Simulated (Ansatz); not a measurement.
Consider C2H5CuOSi (SMILES CC[Si](=O)[Cu]).

The calculation's input:

```
crystal:
  periodic: [false, false, false]
  atoms:
    - {symbol: C, position_ang: [0.923158, 1.921753, -1.438406]}
    - {symbol: C, position_ang: [0.155208, 1.600437, -0.157020]}
    - {symbol: Cu, position_ang: [-2.079380, 0.824233, -2.596837]}
    - {symbol: O, position_ang: [-2.255310, -0.078268, 0.658897]}
    - {symbol: Si, position_ang: [-1.482876, 0.668440, -0.475970]}
    - {symbol: H, position_ang: [1.331244, 1.005157, -1.912156]}
    - {symbol: H, position_ang: [0.261709, 2.403098, -2.193522]}
    - {symbol: H, position_ang: [1.773047, 2.610587, -1.255062]}
    - {symbol: H, position_ang: [0.745776, 0.997849, 0.565339]}
    - {symbol: H, position_ang: [-0.142347, 2.527456, 0.384206]}
basis:
  gaussian:
    orbitals: def2-TZVPD
hamiltonian:
  xc: {name: PBE0}
output: {forces: true, orbitals: {seedname: orbitals}}
```

Launched as:

```sh
ansatz run input.yaml --threads 2 --pin off --max-ram 4350MiB --events-out events.jsonl --progress --plain --runs-dir runs
```

Geometry: PBE-D3(BJ)/def2-SVP.

The calculation used isolated molecule in a Gaussian basis; Kohn-Sham density functional theory, functional PBE0 (Ansatz 0.2.0).

> What can the converged electron density and electron localisation function tell about the bonding?

Si–O (1.56 Å): ρ at the midpoint is about 1.4 e/Å³; the ELF peaks at about 0.85 between the atoms: a short, strongly polar bond.
C–Si (1.91 Å): ρ is about 0.91 e/Å³ halfway; the ELF peaks at about 0.95 between the atoms; localised, covalent bonding.
Cu–Si (2.21 Å): ρ is about 0.58 e/Å³ halfway; the ELF peaks at about 0.80 between the atoms.

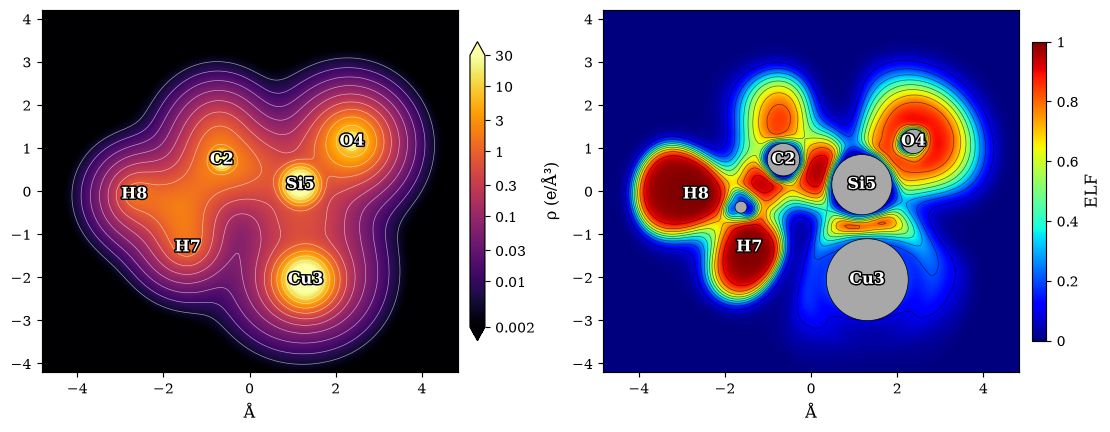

Computed electron density and electron localisation function on the plane of atoms Cu3, Si5 and O4, in this order. Grey discs cover the atomic cores in the ELF map. 
